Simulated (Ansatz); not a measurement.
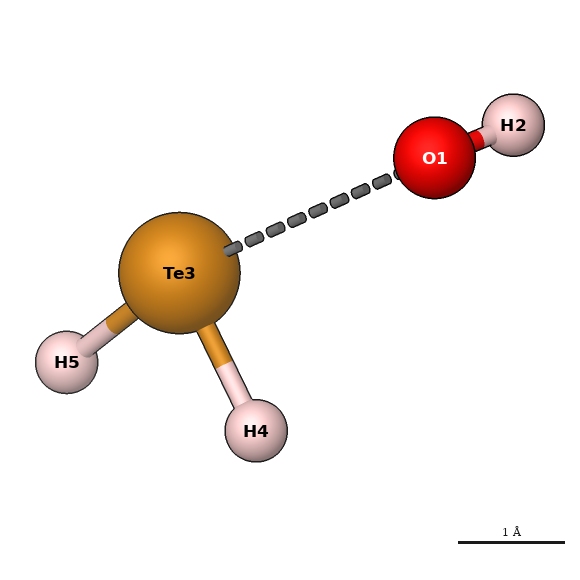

Two molecules or ions; the broken line marks their closest contact (measured against van der Waals radii). State: charge −1, singlet. Geometry: a pair of rigid molecules at a changed separation. Program: Ansatz 0.2.0.

> Which two species are they?

HO and H2Te (`[OH-].[TeH2]`).

> How long is the contact?

O1···Te3 is 3.42 Å.

Give the counterpoise-corrected interaction energy (kcal/mol, monomers kept as in the pair) with RHF-CCSD(T) (frozen core)/def2-TZVPPD; PBE-D4/def2-TZVPPD; ωB97M-V/def2-TZVPPD; PBE0-D4/def2-TZVPPD; B3LYP-D4/def2-TZVPPD; r2SCAN-D4/def2-TZVPPD.

| level | interaction energy (kcal/mol) |
| --- | --- |
| RHF-CCSD(T) (frozen core)/def2-TZVPPD | −14.1 |
| PBE-D4/def2-TZVPPD | −18.6 |
| ωB97M-V/def2-TZVPPD | −15.0 |
| PBE0-D4/def2-TZVPPD | −16.5 |
| B3LYP-D4/def2-TZVPPD | −16.8 |
| r2SCAN-D4/def2-TZVPPD | −17.7 |
